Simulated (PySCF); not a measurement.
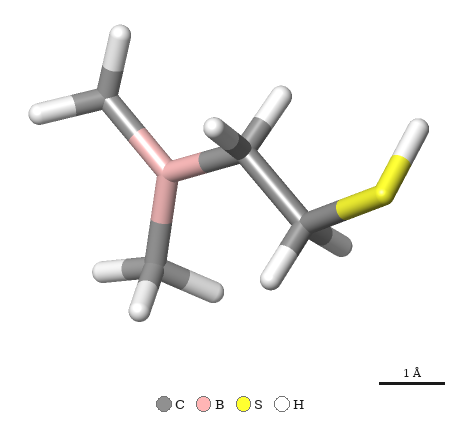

Starting structure of C$_{4}$H$_{11}$BS. A stick model, seen at a tilt.

The start comes from GFN2-xTB.

Theory: PySCF 2.14.0, density-fitted response routines, PBE0-D3(BJ)/def2-SVP geometry optimisation, gas phase.

```xyz
17

C    -1.3978    1.7968    0.0580
B    -0.7227    0.3734    0.0565
C    -1.5822   -0.9093   -0.2534
C     0.8237    0.2695    0.3903
C     1.4500   -1.1119    0.3044
S     3.2029   -1.1314    0.8456
H    -0.7251    2.6149    0.3038
H    -1.8371    2.0120   -0.9155
H    -2.2271    1.8263    0.7638
H    -1.5989   -1.5711    0.6121
H    -1.1490   -1.4968   -1.0615
H    -2.6146   -0.6946   -0.5172
H     1.3811    0.9520   -0.2604
H     0.9790    0.6565    1.4030
H     1.4191   -1.5092   -0.7099
H     0.9570   -1.8141    0.9748
H     3.6346   -0.2509   -0.0558
```

### Where does the relaxation end?

The atom that moves furthest after the best rigid fit is H17 (0.066 Å). Largest moves by element: H 0.066 Å, S 0.036 Å, C 0.026 Å, B 0.008 Å. Near-neighbour distances that change, for instance: S6–H17 1.332 → 1.351 Å, C1–H8 1.089 → 1.105 Å, C1–H7 1.087 → 1.100 Å, C4–H13 1.095 → 1.108 Å. Bond angles that change, for instance: H15–C5–H16 109.0° → 106.1°, C4–C5–S6 112.8° → 115.1°. Over 3 geometry steps the energy falls by 5.85 kJ/mol. The largest force component goes from 0.76 to 0.009 eV/Å.

The structure at the end:

```xyz
17

C    -1.3941    1.8026    0.0654
B    -0.7238    0.3803    0.0527
C    -1.5899   -0.8974   -0.2527
C     0.8176    0.2611    0.3781
C     1.4738   -1.1043    0.2976
S     3.2077   -1.1648    0.8588
H    -0.7285    2.6393    0.3240
H    -1.8367    2.0024   -0.9274
H    -2.2519    1.8055    0.7615
H    -1.5825   -1.5572    0.6347
H    -1.1334   -1.5014   -1.0561
H    -2.6385   -0.6960   -0.5162
H     1.3507    0.9856   -0.2685
H     0.9545    0.6855    1.3928
H     1.4130   -1.5214   -0.7197
H     0.9636   -1.8258    0.9551
H     3.6912   -0.2819   -0.0419
```

The end point in the same view:

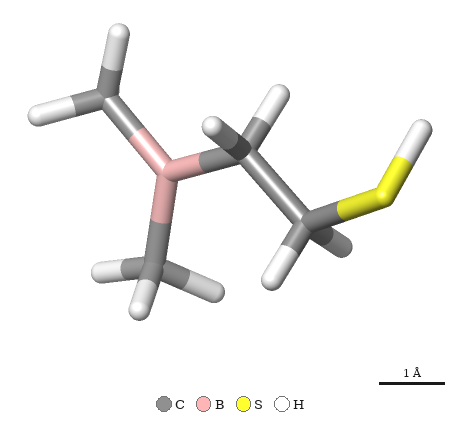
